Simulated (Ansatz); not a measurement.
# CH$_{7}$AlBeSi: what the fields show

The calculation's input:

```
crystal:
  periodic: [false, false, false]
  atoms:
    - {symbol: C, position_ang: [0.430497, -2.732412, 0.008056]}
    - {symbol: Al, position_ang: [-0.274262, -4.276433, 0.955720]}
    - {symbol: Be, position_ang: [-0.646475, -2.122017, -1.095736]}
    - {symbol: Si, position_ang: [0.955789, -1.384604, 1.205219]}
    - {symbol: H, position_ang: [-1.532555, -1.656334, -1.980780]}
    - {symbol: H, position_ang: [1.309788, -3.086765, -0.568949]}
    - {symbol: H, position_ang: [0.198460, -5.737891, 0.543581]}
    - {symbol: H, position_ang: [-1.320529, -4.062103, 2.135401]}
    - {symbol: H, position_ang: [1.752205, -1.917934, 2.360148]}
    - {symbol: H, position_ang: [1.800205, -0.342991, 0.538750]}
    - {symbol: H, position_ang: [-0.249384, -0.708240, 1.780343]}
basis:
  gaussian:
    orbitals: def2-TZVPD
hamiltonian:
  xc: pbe0
output:
  forces: true
  orbitals: {seedname: orbitals}
```

Command:

```sh
ansatz run input.yaml --threads 2 --pin off --max-ram 4350MiB --events-out events.jsonl --progress --plain --runs-dir runs
```

Geometry: PBE0-D3(BJ)/def2-SVP.

Level of theory: isolated molecule in a Gaussian basis; Kohn-Sham density functional theory, functional PBE0 (Ansatz).

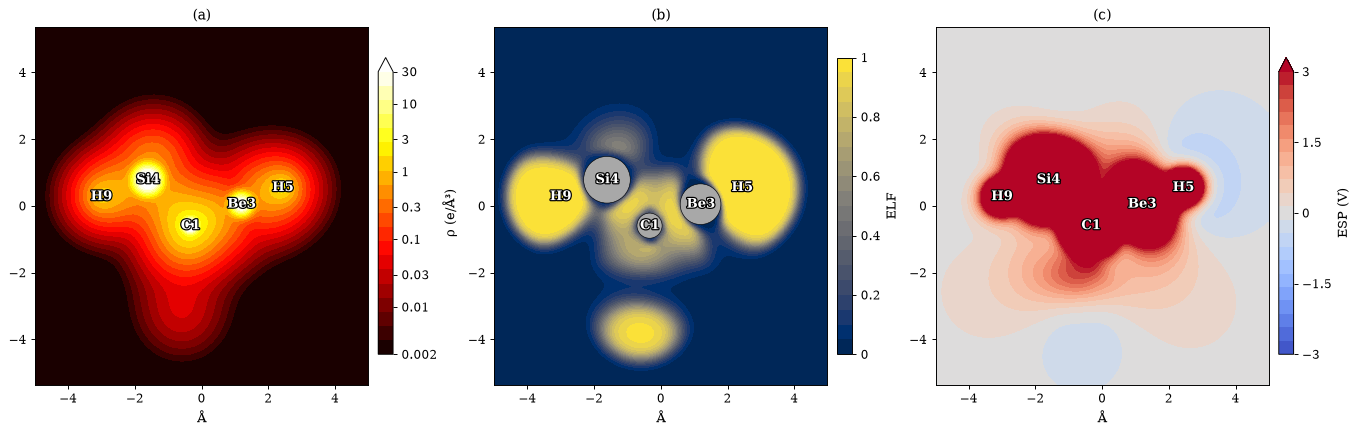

Figure 1. (a) total electron density; (b) electron localisation function; (c) molecular electrostatic potential on the plane of atoms Be3, C1 and Si4. Grey discs cover the atomic cores in the ELF map.

What do the fields say about this system?

The plane passes through C, Be, Si and H nuclei. C–Be (1.66 Å): ρ is about 0.96 e/Å³ halfway; the ELF peaks at about 0.95 between the atoms (a shared but strongly polarised pair). C–Si (1.88 Å): the density is about 0.88 e/Å³ at the midpoint; the ELF peaks at about 0.90 between the atoms, as expected for a shared electron pair. Be–H (1.34 Å): ρ at the midpoint is about 0.67 e/Å³; the ELF climbs to about 1 towards the hydrogen. Si–H (1.50 Å): the density is about 0.78 e/Å³ at the midpoint; the ELF climbs to about 1 towards the hydrogen. Outside the dense part of the molecule the potential is most negative (−0.5 V) near H5.

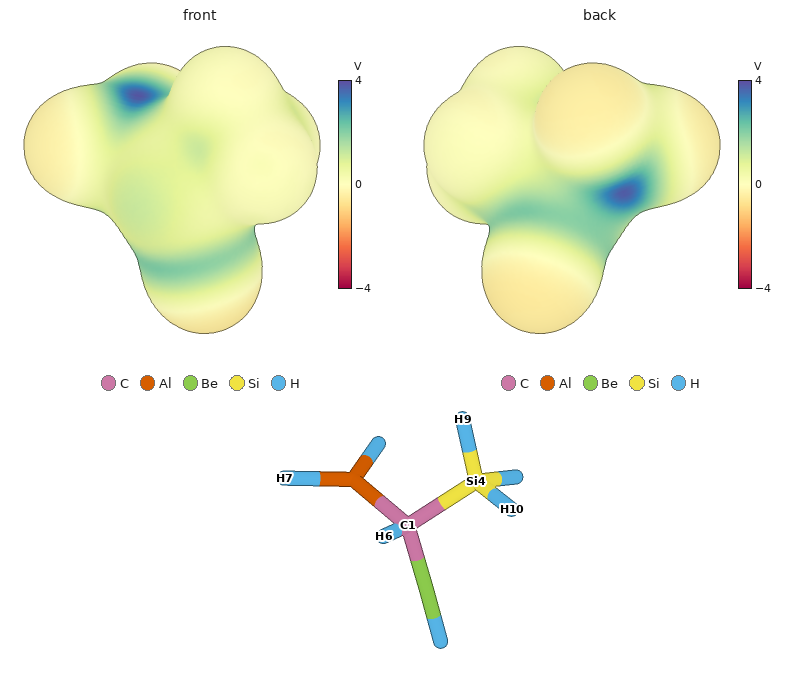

Figure 2. The electrostatic potential painted on the density surface at 0.002 e/bohr³, seen from the front and from behind; the colour scale runs from red (negative) to blue (positive). The bare structure is drawn below in the same view.

Describe the electrostatic potential map.

The most negative region (about −0.5 V) lies over H5, the most positive (about +3.7 V) over Al2.

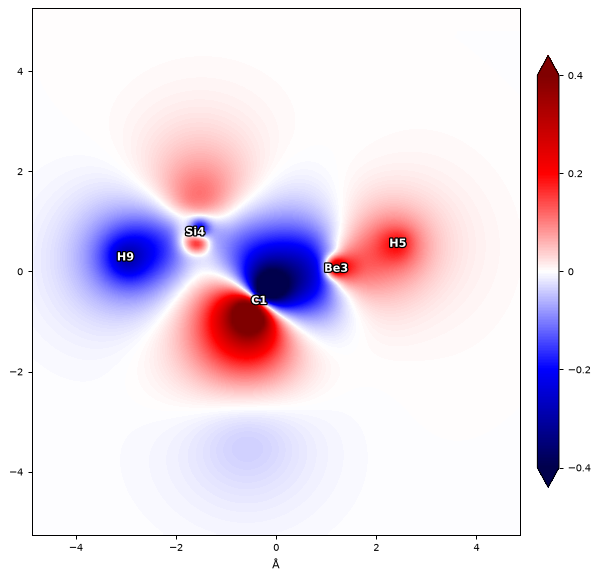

Figure 3. The HOMO on the plane of atoms Be3, C1 and Si4 (values in Å⁻³ᐟ²; the overall sign is arbitrary).

Where does this orbital lie, and at what energy?

Its weight (Hirshfeld) is mainly on C1 (about 35 %), Al2 (about 15 %), Si4 (about 10 %), Be3 (about 10 %), H7 (about 10 %) and H10 (about 5 %). Its energy is −8.00 eV.
